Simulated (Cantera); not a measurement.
Feed: 1 mol HMDSO, 1.2 mol NO, 0.25 mol H2, at 0.100 bar.

Cantera equilibrium calculation (NASA polynomials, part measured and part estimated; ideal gas, pure solids and liquids). Candidate condensed phases: C, C6H6, C7H8, C8H18, H2O, Si, SiC, SiO2, Si2N2O, Si3N4; 151 gas species. The feed counts by its element totals alone. Mutual solubility and eutectic melting of coexisting phases are not modelled. The tables hold silica as quartz up to 1696 K and as liquid above; real silica turns to tridymite and cristobalite and melts near 1996 K. Kinetics and transport are ignored.

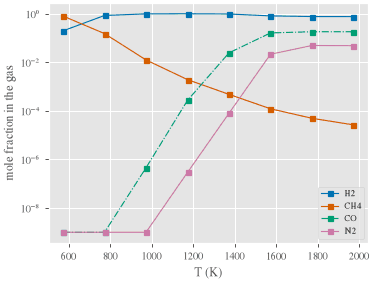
Equilibrium gas composition (values under 1e-9 drawn at 1e-9)

From 573 K to 773 K the condensed part is C(graphite) + SiO2(α-quartz) + Si2N2O(s). At 973 K the condensed part is C(graphite) + SiO2(β-quartz) + Si2N2O(s). From 1173 K to 1373 K the condensed part is C(graphite) + SiC(s) + SiO2(β-quartz) + Si2N2O(s). At 1573 K the condensed part is C(graphite) + SiC(s) + Si2N2O(s). From 1773 K to 1973 K the condensed part is C(graphite) + SiC(s).
